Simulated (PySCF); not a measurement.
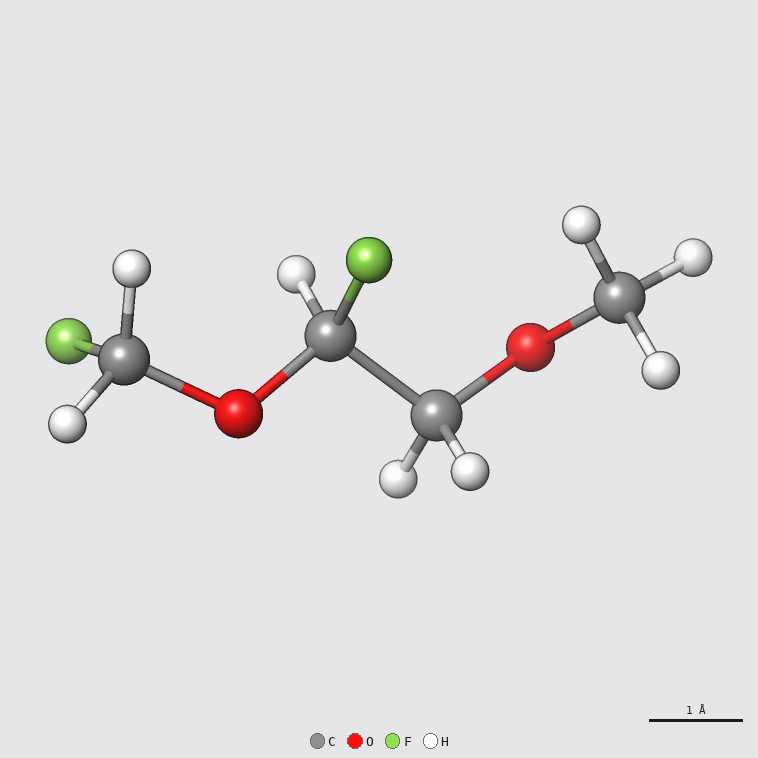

Every bond is drawn as one stick, whatever its order.

What is the molecular formula?

Answer. C4H8F2O2, 16 atoms: 4 carbon, 8 hydrogen, 2 fluorine and 2 oxygen.

Name functional groups in it.

Answer. Among them: ether, C–F bond.

What is the point group of this geometry?

Answer. C1.

Does it have rings?

Answer. It has no ring.

What is its SMILES?

Answer. COC[C@H](F)OCF

More results for the same structure follow; atom numbers are the same in all pictures, views and colours differ. The geometry was computed by an optimisation with PBE0-D3(BJ)/def2-SVP. No frequency run is at hand to confirm it as a minimum.

**Core levels**

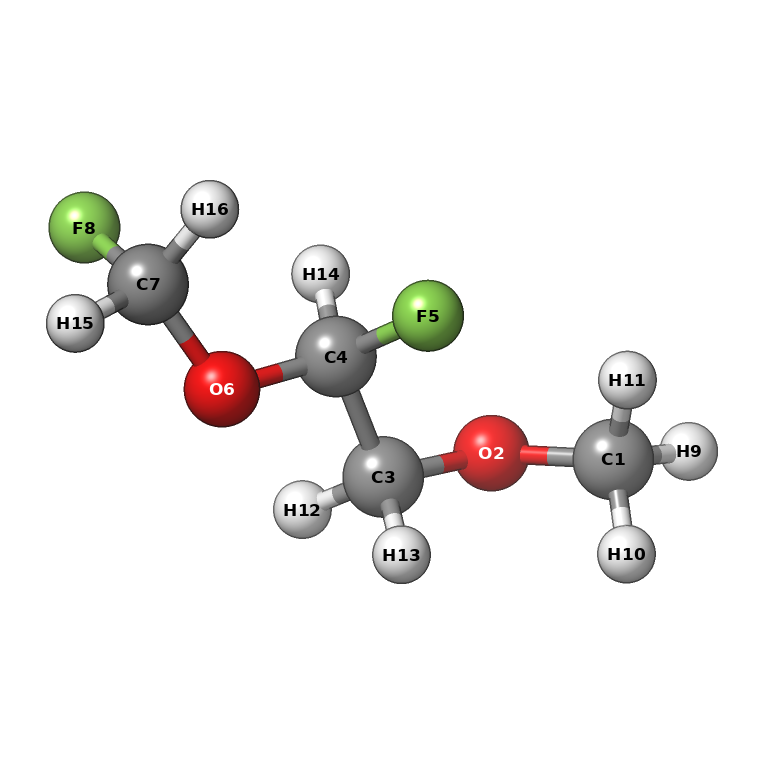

No frequency run is at hand to confirm it as a minimum. Level of theory: delta-SCF UKS SCAN, pcX-2 on the ionised atom, pcseg-1 elsewhere, spin-free X2C (PySCF 2.14.0).

Give the core-electron binding energies (to vacuum) of C1 1s, O2 1s, C3 1s, C4 1s, F5 1s, O6 1s, C7 1s, F8 1s.

```csv
atom,level,binding energy (eV)
C1,1s,292.3
O2,1s,538.7
C3,1s,292.5
C4,1s,294.7
F5,1s,692.7
O6,1s,539.7
C7,1s,295.0
F8,1s,693.0
```

**NMR shielding**

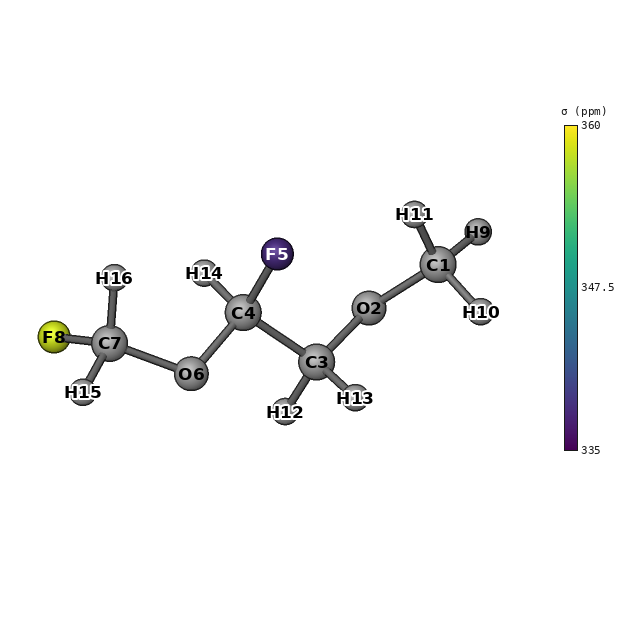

Atoms are coloured by their isotropic NMR shieldings (F only, the others grey). No frequency run is at hand to confirm it as a minimum. Level of theory: GIAO PBE0/pcSseg-1 NMR shielding, non-relativistic, gas phase (PySCF 2.14.0).

List the isotropic NMR shieldings of the F atoms.

```
atom  σ (ppm)
  F5    338.0
  F8    358.1
```

**Spin–spin coupling**

No frequency run is at hand to confirm it as a minimum. Method: B3LYP/pcJ-1 indirect spin-spin coupling, non-relativistic, gas phase (PySCF 2.14.0). Isotopes: 13C, 19F, 1H, 17O.

Give the spin–spin coupling constants of these pairs, with the number of bonds between them: C4/F5, C7/F8, C3/F5, F5/H14, F8/H15, C4/F8, F5/H13, F5/H12, F5/C7.

| pair | bonds apart | J (Hz) |
| --- | --- | --- |
| C4, F5 | 1 | −284.2 |
| C7, F8 | 1 | −287.7 |
| C3, F5 | 2 | 19.5 |
| F5, H14 | 2 | 77.2 |
| F8, H15 | 2 | 55.7 |
| C4, F8 | 3 | −2.5 |
| F5, H13 | 3 | 13.7 |
| F5, H12 | 3 | 40.2 |
| F5, C7 | 3 | −2.0 |

Density functionals are unreliable for couplings to fluorine, so those rows may be far off.
